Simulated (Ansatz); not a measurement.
# Tl2InF5: relaxing a made-up structure, part 2 of 2

This structure for Tl2InF5 is made up. Its elements were placed in a known structure type with a cell scaled to their sizes. What cell does the guess relax to, and how far off was it?

Ansatz 0.2.0; DFT, PBE, plane-wave PAW, files of the set soft_1, scalar-relativistic, no spin, cell and ions relaxed at zero pressure; PAW set soft_1 (the session's first sound run).

So far: The structure; Relaxing cell and atoms. The relaxed cell has a = 6.464, c = 4.247 Å (conventional setting).

## (3) Bands of the relaxed cell

A second self-consistent run takes a narrower smearing and the mesh shown in its input; the bands follow along the standard path of the relaxed lattice.

This step: DFT, PBE, plane-wave PAW, files of the set soft_1, scalar-relativistic, no spin, bands and density of states at the relaxed cell; PAW set soft_1 (Ansatz 0.2.0).

Contents of input.yaml:

```yaml
crystal:
  lattice:
    - [6.4636440181, 0.0, 0.0]
    - [0.0, 6.4636440181, 0.0]
    - [0.0, 0.0, 4.2472358557]
  atoms:
    - { symbol: Tl, position: [0.5, 0.0, 0.5] }
    - { symbol: Tl, position: [0.0, 0.5, 0.5] }
    - { symbol: In, position: [0.0, 0.0, 0.0] }
    - { symbol: F, position: [0.2274825111, 0.2274825111, 0.0] }
    - { symbol: F, position: [0.0, 0.0, 0.5] }
    - { symbol: F, position: [0.7725174889, 0.2274825111, 0.0] }
    - { symbol: F, position: [0.2274825111, 0.7725174889, 0.0] }
    - { symbol: F, position: [0.7725174889, 0.7725174889, 0.0] }
kpoints:
  mp_grid: { grid: [6, 6, 8] }
  band_path:
    path:
      - [[0.0, 0.0, 0.0], [0.0, 0.5, 0.0], [0.5, 0.5, 0.0], [0.0, 0.0, 0.0], [0.0, 0.0, 0.5], [0.0, 0.5, 0.5], [0.5, 0.5, 0.5], [0.0, 0.0, 0.5]]
      - [[0.0, 0.5, 0.0], [0.0, 0.5, 0.5]]
      - [[0.5, 0.5, 0.0], [0.5, 0.5, 0.5]]
    npoints: 8
scf:
  occupations: { method: fermi_dirac, width: 0.03 }
  n_extra_bands: 12
hamiltonian:
  xc: pbe
  pseudopotentials: { kind: paw, azcp: { folder: soft_1 } }
output:
  forces: true
  stress: true
  write_bands: true
  dos: { projected: true }
  write_density: true
  write_potential: true
  elf: true
  volumetric_format: npy
```

Run with:

```bash
$ ansatz run input.yaml --threads 4 --pin off --max-ram 10240MiB --backend cpu --events-out ev --progress --plain --runs-dir out
```

Numbers of over 12 decimals in the logs are rounded to 6 here.

The log of the run:

```text
[...]
Crystal: 8 atoms, lattice volume = 177.444 Å³
Basis set: ecut = 420 eV, 3419 PW (Γ), exchange–correlation on 90×90×60 points (8 copies of the dense FFT grid, shifted against one another)
Bands: 49, of which v1, the nominal top of the filled ones, is band 37 counted from 1 (36 counted from 0)
Symmetry: 16 space group operations
[...]
k-points: 50 of 288
[...]
SCF iter   1: F=—  HF=-32545.501108 eV  |F-HF|=—  |Δ(HF+E_count)|=         —  Δρ=1.48e-1  dr2=3.57e1  ethr=3.10e-3  ⟨swp⟩=6.4  Hψ=9869  notcnv=0  defer=15
[...]
SCF iter  10: F=-32535.617604 eV  HF=-32535.617604 eV  |F-HF|=2.67e-8  |Δ(HF+E_count)|=   5.58e-8  Δρ=5.19e-6  dr2=3.76e-8  ethr=1.35e-10  ⟨swp⟩=16.2  Hψ=19118  notcnv=0
SCF 1 converged in 10 iterations: F = -32535.617604 eV  dr2 = 3.76e-8
[...]
NSCF: frozen V_eff on 75 k-points
WARN: The input density's exchange-correlation potential varies sharply where the density is thin. Do not read a vacuum level from v_tot or v_xc, or from such a field of the output density. On a cell that repeats whose density bears no net charge and no dipole along the vacuum's axis use v_es (v_loc + v_h of the components); under efield.dipole_correction with no amplitude use v_es + v_field, which holds any external [...]
SCF converged after 10 iterations
Free energy (F): -32535.617604 eV
[...]
Internal energy: -32535.617604 eV  (E = F + TS)
E sigma→0 (E₀):  -32535.617604 eV
Fermi energy:    3.643118 eV
[...]
--- Forces (eV/Å), atoms counted from 1 ---
  atom   1  Tl     0.00000000    -0.00000000    -0.00000000
  atom   2  Tl     0.00000000     0.00000000     0.00000000
  atom   3  In     0.00000000     0.00000000     0.00000000
  atom   4  F      0.00027764     0.00027764    -0.00000000
  atom   5  F      0.00000000     0.00000000     0.00000000
  atom   6  F     -0.00027764     0.00027764     0.00000000
  atom   7  F      0.00027764    -0.00027764    -0.00000000
  atom   8  F     -0.00027764    -0.00027764     0.00000000
  max |Σ_I F_I| component: 4.34e-19 eV/Å
--- Stress (GPa, compression-positive) ---
        0.017943       0.000000      -0.000000
        0.000000       0.017943      -0.000000
       -0.000000      -0.000000      -0.017651
  P = ⅓ Tr σ = 0.0061 GPa (0.061 kbar)
--- Band table (eV; the first three rows and the last of 50) ---
  k-point 0: bands = [... 33 lower, 0.5912, 1.0038, 1.0947, 1.6701, 6.7247, 6.7247, 7.1798, 9.0860, ... 8 higher]
  k-point 1: bands = [... 33 lower, 0.5856, 1.0014, 1.0955, 1.5209, 6.8717, 6.8717, 7.2119, 9.0567, ... 8 higher]
  k-point 2: bands = [... 33 lower, 0.9957, 1.0156, 1.0975, 1.1036, 7.0112, 7.2586, 7.2586, 8.7085, ... 8 higher]
  k-point 49: bands = [... 33 lower, 0.8151, 0.8368, 1.3937, 1.3937, 6.9744, 7.2509, 7.2509, 7.3794, ... 8 higher]
```

Elapsed: 8.8 s, on 4 threads of Intel Xeon Platinum 8375C at 2.90GHz (Ice Lake), shared host; peak memory 0.99 GiB; 34 s of CPU time.

The column dr2 measures how far the density is from self-consistency, as an energy; F and HF (Harris–Foulkes) agree once it is small.

This step gave:

| Quantity | Value |
| --- | --- |
| free energy | -32535.6176 eV |
| Fermi energy | 3.643 eV |
| gap by band count | 3.913 eV |
| pressure | 0.006078 GPa |
| gap on the k-mesh | 3.913 eV |

From bands.tsv. Electronic bands along the path, in eV, zero at the valence top; v1 is the highest filled band, c1 the lowest empty one:

```
    point     v4     v3     v2     v1    c1    c2    c3    c4
        Γ  -1.08  -0.67  -0.58   0.00  5.05  5.05  5.51  7.42
        X  -0.92  -0.74  -0.63  -0.35  4.80  5.50  5.84  6.16
        M  -0.98  -0.92  -0.26  -0.26  3.91  4.40  7.11  7.44
        Γ  -1.08  -0.67  -0.58   0.00  5.05  5.05  5.51  7.42
        Z  -1.01  -0.68  -0.57  -0.02  4.32  6.27  6.27  6.51
        R  -0.83  -0.63  -0.54  -0.34  5.24  5.47  6.10  6.19
        A  -0.86  -0.83  -0.28  -0.28  5.30  5.58  5.58  5.71
        Z  -1.01  -0.68  -0.57  -0.02  4.32  6.27  6.27  6.51
jump to X  -0.92  -0.74  -0.63  -0.35  4.80  5.50  5.84  6.16
        R  -0.83  -0.63  -0.54  -0.34  5.24  5.47  6.10  6.19
jump to M  -0.98  -0.92  -0.26  -0.26  3.91  4.40  7.11  7.44
        A  -0.86  -0.83  -0.28  -0.28  5.30  5.58  5.58  5.71
```

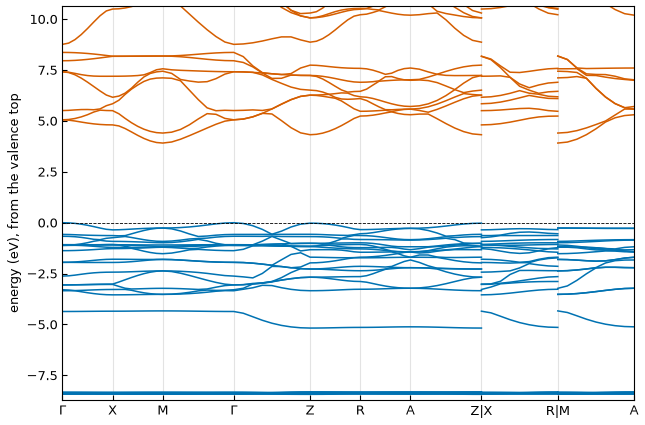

Electronic bands along the path; lines of filled and empty bands in two colours.

Counts of states for the cell as run, both spins, by energy window (eV from the valence-band top):

```
from  to  total
  -8  -7   0.00
  -7  -6   0.00
  -6  -5   0.76
  -5  -4   1.24
  -4  -3   3.91
  -3  -2   6.63
  -2  -1  13.48
  -1   0   7.97
   0   1   0.00
   1   2   0.00
   2   3   0.00
   3   4   0.00
   4   5   1.49
   5   6   3.44
   6   7   3.94
   7   8   4.80
```

A further 40.0 states lie below the table's range.

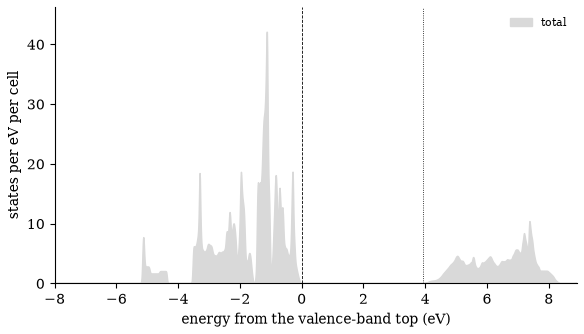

Total density of states, smoothed over about 0.04 eV. The dotted line marks the lowest empty level found on the path.

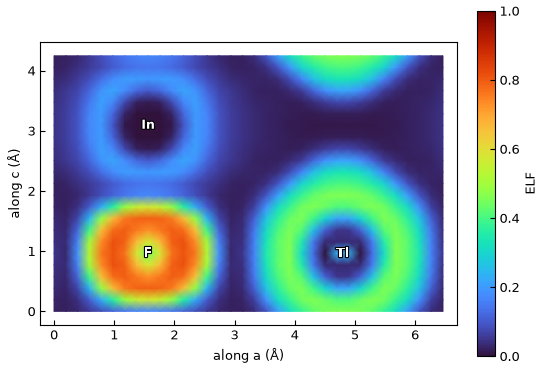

ELF in the ac plane at fractional y = 0.000, with atoms of Tl and In and F within 0.2 Å of it. It is the smooth field of the valence electrons, not physical close to the nuclei. The map starts off the cell's origin, so that atoms lie inside it.

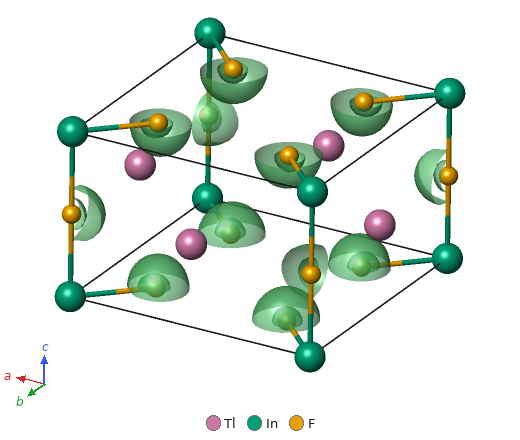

Surface of ELF = 0.74.

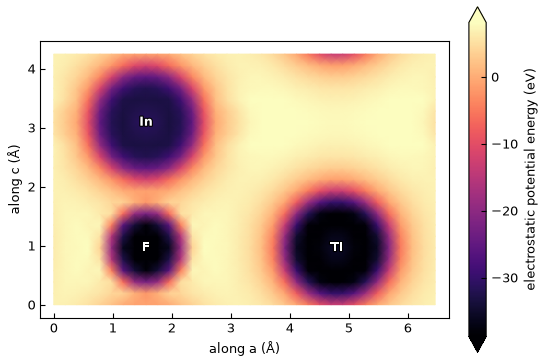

Electrostatic potential energy in the ac plane at fractional y = 0.000, with atoms of Tl and In and F within 0.2 Å of it. With pseudopotentials it is smooth inside the atoms' cores, unlike the true potential. The map starts off the cell's origin, so that atoms lie inside it.

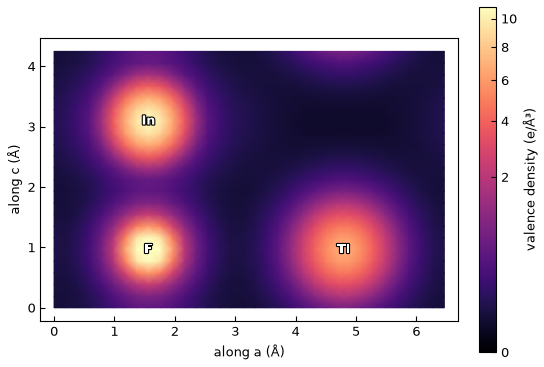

Valence density in the ac plane at fractional y = 0.000, with atoms of Tl and In and F within 0.2 Å of it. It is the smooth field of the valence electrons, not physical close to the nuclei. The map starts off the cell's origin, so that atoms lie inside it. The colour scale is stretched toward low values.

## (4) Summary of results

```yaml
space_group_relaxed: P4/mmm
conventional_cell: a = 6.464, b = 6.464, c = 4.247 Å; α = 90.0°, β = 90.0°, γ = 90.0°
volume_per_atom: 22.18 Å³ (guess 17.82)
```

**Reading.** Tl2InF5 relaxes to P4/mmm with a = 6.464, b = 6.464 and c = 4.247 Å. The guessed volume was 20 % too small. The space group P4/mmm was held in the relaxation, so the end point is a stationary structure within it and may be a saddle against distortions or other arrangements. It has an indirect Kohn–Sham gap of 3.91 eV, which semilocal functionals understate. On the 6×6×8 mesh with the narrower smearing (relaxed on 5×5×7) the forces vanish, as symmetry may demand, and the largest stress component is 0.018 GPa, within the relaxation's thresholds of 0.015 eV/Å and 0.05 GPa. The cutoff wasn't tested. Spin-orbit coupling is left out, which can matter for elements this heavy. No dispersion term is used, so weakly bound directions may come out too long. Nothing here tests whether the compound is stable against decomposition.

[Logs are printed without paths, hosts, clocks, repeated set-up lines and the standing remarks that a program may print on its own settings, such as how far it seeks lower states.]

[Hosts, paths, dates, database ids (printed as entryN), source tags and the programs' standing remarks are cut or masked in the printed files.]
